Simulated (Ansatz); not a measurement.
# [NH3]+ (SMILES [NH3+]) at UBCCD(T)/6-31G(d) (spherical functions)

What is the vertical ionisation energy of [NH3]+ at UBCCD(T)/6-31G* (spherical functions)? 

The results are computed with Ansatz 0.2.0.

## 1. The system as given

[NH3]+ has 4 atoms, charge +1, and is taken as a doublet. SMILES: `[NH3+]`. Geometry: relaxed at GFN2-xTB.

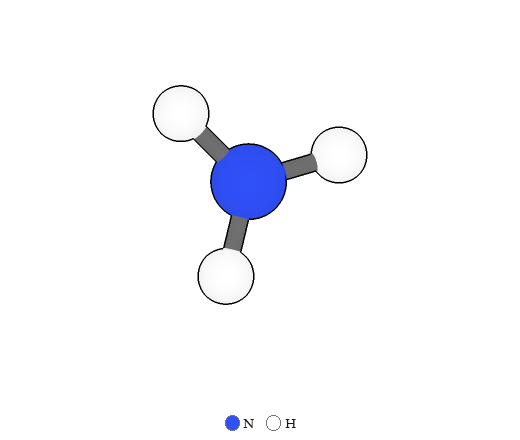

Viewed from a chosen angle; nitrogen blue, hydrogen white.

## 2. A single-point energy at UBCCD(T)/6-31G(d) (spherical functions)

molecule.yaml

```yaml
basis:
  gaussian: {orbitals: 6-31G_st_-spherical.json}
crystal:
  periodic: [false, false, false]
  atoms:
    - {symbol: N, position_ang: [0.000140, -0.000820, -0.000330]}
    - {symbol: H, position_ang: [0.510700, -0.238750, 0.859300]}
    - {symbol: H, position_ang: [-0.995460, -0.239520, -0.089810]}
    - {symbol: H, position_ang: [0.484620, 0.479080, -0.769160]}
magnetization: {spin_polarized: true, initial_magnetization: 1}
correlation: {method: bccd_t, frozen_orbitals: {H: 0, "N": 1}}
scf: {omitted_lower_state_checks: [cluster_reference, increment]}
accuracy: high
total_charge: 1
```

The basis set 6-31G* is read from a file made from the Basis Set Exchange's data (not shown).

On the command line:

```bash
$ ansatz run molecule.yaml --threads 1 --pin off --max-ram 2610MiB --events-out events.jsonl --progress --plain --runs-dir runs
```

Log, cut to the lines that bear on the results:

```text
Warning: RAYON_NUM_THREADS=1 ignored (pool sized by the plan → 1); use --threads N
Functional definition: HF
  name "HF"
[...]
396 factors; integrals over basis functions are off by at most 3.5e-9 eV
[...]
mean field -1520.34564715 eV, -55.8716720054 hartree, gradient 1.1e-8 eV, S^2 0.760965; 0 other end points of the search recorded, 0 dependent functions left out
1 core orbitals not correlated: weight in the atoms' cores, before any rotation towards them, 1.000 or more for the frozen orbitals, at most 0.000 for the correlated occupied ones
reference -1520.34564715 eV, -55.8716720054 hartree; 4, 3 occupied and 15, 16 virtual orbitals, 396 factors
second order -3.53469019 eV of doubles, -0.00000000 eV of singles
cycle   1  -3.93377705 eV  change   -4.0e-1 eV  update   3.5e-2
[...]
cycle  19  -4.07767325 eV  change   2.2e-10 eV  update  9.7e-11
perturbative correction -0.04421853 eV, -0.0016250011 hartree
Total energy: -1524.46753893 eV, -56.0231487343 hartree
Checks for a lower state left out: cluster_reference, increment
```

Wall time 0.3 s (1 thread of Arm Neoverse V1, shared host).

## 3. Singlet [NH3]2+, same level

job.yaml

```yaml
crystal:
  periodic: [false, false, false]
  atoms:
    - {symbol: N, position_ang: [0.000140, -0.000820, -0.000330]}
    - {symbol: H, position_ang: [0.510700, -0.238750, 0.859300]}
    - {symbol: H, position_ang: [-0.995460, -0.239520, -0.089810]}
    - {symbol: H, position_ang: [0.484620, 0.479080, -0.769160]}
basis:
  gaussian:
    orbitals: 6-31G_st_-spherical.json
total_charge: 2
correlation:
  method: bccd_t
  frozen_orbitals: {H: 0, "N": 1}
accuracy: high
scf:
  omitted_lower_state_checks: [cluster_reference, increment]
```

The basis set 6-31G* is read from a file made from the Basis Set Exchange's data (not shown).

On the command line:

```bash
$ ansatz run job.yaml --threads 1 --pin off --max-ram 2610MiB --events-out events.jsonl --progress --plain --runs-dir runs
```

Log, cut to the lines that bear on the results:

```text
Warning: RAYON_NUM_THREADS=1 ignored (pool sized by the plan → 1); use --threads N
[... 2 set-up lines as earlier in the session ...]
[...]
396 factors; integrals over basis functions are off by at most 3.5e-9 eV
[...]
mean field -1497.48530896 eV, -55.0315700725 hartree, gradient 2.9e-8 eV, S^2 0.000000; 0 other end points of the search recorded, 0 dependent functions left out
1 core orbitals not correlated: weight in the atoms' cores, before any rotation towards them, 1.000 or more for the frozen orbitals, at most 0.000 for the correlated occupied ones
reference -1497.48530896 eV, -55.0315700725 hartree; 3, 3 occupied and 16, 16 virtual orbitals, 396 factors
second order -2.92642217 eV of doubles, -0.00000000 eV of singles
cycle   1  -3.37072205 eV  change   -4.4e-1 eV  update   3.5e-2
[...]
cycle  19  -3.51399449 eV  change   9.6e-11 eV  update  9.2e-11
perturbative correction -0.03754981 eV, -0.0013799301 hartree
Total energy: -1501.03685327 eV, -55.1620869183 hartree
Checks for a lower state left out: cluster_reference, increment
```

It took 0.18 s on 1 thread of Arm Neoverse V1, shared host.

## 4. What came out

Level: UBCCD(T)/6-31G* (spherical functions), 1 core orbital frozen.

| quantity | value |
| --- | --- |
| doublet [NH3]+: total energy | -56.02315 Eh |
| doublet [NH3]+: correlation energy (1 core orbital frozen) | -151.5 mEh |
| doublet [NH3]+: (T) correction | -1.63 mEh |
| doublet [NH3]+: ⟨S²⟩ of the reference determinant | 0.761 |
| singlet [NH3]2+: total energy | -55.16209 Eh |
| singlet [NH3]2+: correlation energy (1 core orbital frozen) | -130.5 mEh |
| singlet [NH3]2+: (T) correction | -1.38 mEh |
| vertical ionisation energy (to the singlet dication) | 23.431 eV |

**Reading.** Removing an electron at fixed nuclei costs 23.43 eV (540 kcal/mol). Only the singlet of the ionised species was computed; a triplet could lie lower. The triples (doublet [NH3]+) make up 1.1 % of the correlation energy. The triples (singlet [NH3]2+) make up 1.1 % of the correlation energy.
